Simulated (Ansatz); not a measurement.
**ClH6PSi2: rigid scan of one bond length from a Python script**

A script is to give a rigid scan of one bond length; the system is ClH6PSi2.

All numbers are computed with the Python package of Ansatz 0.2.0. Level of theory: Hartree-Fock/def2-SVP.

## 1. The structure

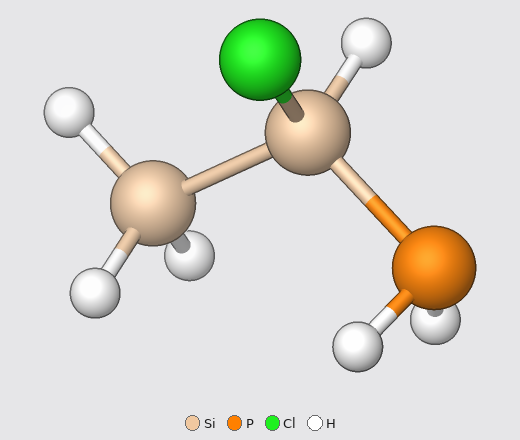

The structure that the script starts from, seen from a chosen angle (silicon light orange, phosphorus orange, chlorine green, hydrogen white).

Input file clh6psi2.xyz:

```xyz
10

Si   -1.37600   -0.67320    0.16460
Si    0.16070    0.97020   -0.31100
P     2.24700    0.21030   -0.17320
Cl   -0.01980    2.54740    0.98670
H    -1.16880   -1.21360    1.53620
H    -1.22860   -1.80740   -0.78890
H    -2.77120   -0.16480    0.06180
H    -0.03840    1.50980   -1.68230
H     2.13900   -0.38920    1.10330
H     2.05600   -0.98950   -0.89700
```

## 2. The code

scan_clh6psi2.py reads:

```python
"""Stretching a bond of ClH6PSi2, the rest held rigid."""

import ansatz as az
import numpy as np

molecule = az.Crystal.molecule_from_extxyz("clh6psi2.xyz")

symbols = [site.symbol for site in molecule.cartesian_sites]
start = np.array([site.position_ang for site in molecule.cartesian_sites])
axis = (start[3] - start[1]) / np.linalg.norm(start[3] - start[1])
moving = [3]
lengths, energies = [1.804, 1.886, 1.968, 2.05, 2.132, 2.214, 2.296, 2.419], []
for length in lengths:
    xyz = start.copy()
    xyz[moving] += (length - np.linalg.norm(start[3] - start[1])) * axis
    point = az.Crystal.molecule()
    for symbol, place in zip(symbols, xyz):
        point = point.atom(symbol, place.tolist())
    calc = (
        point.calculation()
        .basis(gaussian="def2-SVP")
        .functional("HF")
        .accuracy("medium")
    )
    data = calc.run(threads=1).report
    energies.append(data["free_energy_ev"])
    print(f"r = {length:6.3f} A  E = {energies[-1]:.5f} eV  <S^2> = {abs(data['mean_field']['state']['spin_squared']):.3f}")

# quartic fit about the minimum
fit = np.polynomial.Polynomial.fit(lengths, np.array(energies) - min(energies), 4).convert()
roots = [r.real for r in fit.deriv().roots() if abs(r.imag) < 1e-9 and fit.deriv(2)(r.real) > 0]
r_e = min(roots, key=lambda r: abs(r - lengths[int(np.argmin(energies))]))
print(f"minimum of the fit at {r_e:.4f} A, force constant {fit.deriv(2)(r_e):.2f} eV/A^2")
```

## 3. The run

Launch:

```sh
> python scan_clh6psi2.py
```

Standard output:

```text
r =  1.804 A  E = -37583.36785 eV  <S^2> = 0.000
r =  1.886 A  E = -37584.01386 eV  <S^2> = 0.000
r =  1.968 A  E = -37584.36779 eV  <S^2> = 0.000
r =  2.050 A  E = -37584.51196 eV  <S^2> = 0.000
r =  2.132 A  E = -37584.50696 eV  <S^2> = 0.000
r =  2.214 A  E = -37584.39753 eV  <S^2> = 0.000
r =  2.296 A  E = -37584.21677 eV  <S^2> = 0.000
r =  2.419 A  E = -37583.86326 eV  <S^2> = 0.000
minimum of the fit at 2.0853 A, force constant 18.96 eV/A^2
```

Run time: 11 s. Hardware: 1 thread of Arm Neoverse V1, shared host; peak memory 0.26 GiB.

Lines on the test bed's own set-up are left out of the output.

## 4. The runs side by side

From the records of these 8 runs:

| run | distance (Å) | energy from run 4 (eV) | SCF cycles | CPU time (s) |
| --- | --- | --- | --- | --- |
| 1 | 1.80 | 1.1441 | 11 | 1.3 |
| 2 | 1.89 | 0.4981 | 11 | 1.3 |
| 3 | 1.97 | 0.1442 | 11 | 1.3 |
| 4 | 2.05 | 0.0000 | 11 | 1.3 |
| 5 | 2.13 | 0.0050 | 11 | 1.3 |
| 6 | 2.21 | 0.1144 | 11 | 1.3 |
| 7 | 2.30 | 0.2952 | 11 | 1.3 |
| 8 | 2.42 | 0.6487 | 11 | 1.3 |

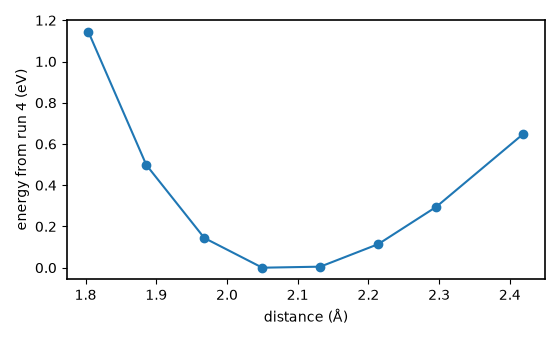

Energy against distance; lines join the points.

## 5. Outcome

| quantity | value |
| --- | --- |
| bond length at the fit's minimum | 2.0853 Å |
| runs compared | 8 |
| range of energy | 1.144 eV |
| lowest point, distance (Å) | 2.05 |

The curve has its lowest point inside the range, at 2.05. The ends stand 1.14 and 0.649 eV above it. The distance scanned is the script's pair 1, 3. Notes:
- The rest of the molecule is held rigid at a force-field or estimated start geometry, and the basis set is modest; single-reference methods fail as a bond breaks.
- The orbitals are restricted, so S² is zero by construction.
